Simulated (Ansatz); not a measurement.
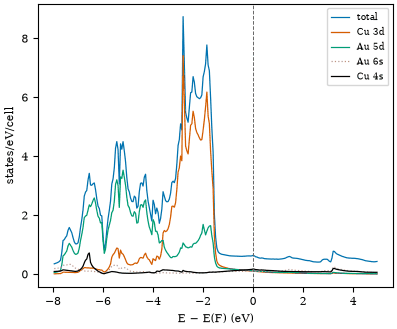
*Total and projected density of states of CuAu in space group R-3m (No. 166; Cu on 3b, Au on 3a), plane-wave PAW LDA (Ansatz code)*

**Question.** Which orbitals carry the states next to the Fermi level?

**Answer.** Within 0.5 eV of the Fermi level: Cu 4s 25 %, Au 5d 19 %, Cu 3d 17 %, Au 6s 17 %, outside the projected shells 22 %. Projections are on Löwdin-orthogonalised atomic valence shells; empty p or d shells of many metals are not among them.

**Question.** Where is the tallest occupied peak in this window, and what makes it?

**Answer.** Near -2.8 eV, about 8.7 states/eV per cell; the largest projected share is Cu 3d.

The first step of the workflow began from a Materials Project structure, measured or hypothetical; the Crystallography Open Database copy checked does not list it. It is not the phase usual at ambient conditions (space group No. 123). The LDA relaxation kept the symmetry of its start; its stability against distortions is not shown here. The run is not spin-polarised. Scalar-relativistic: spin–orbit coupling is off unless named, which matters more the heavier the elements.

Potentials: the later of the program's two PAW sets.
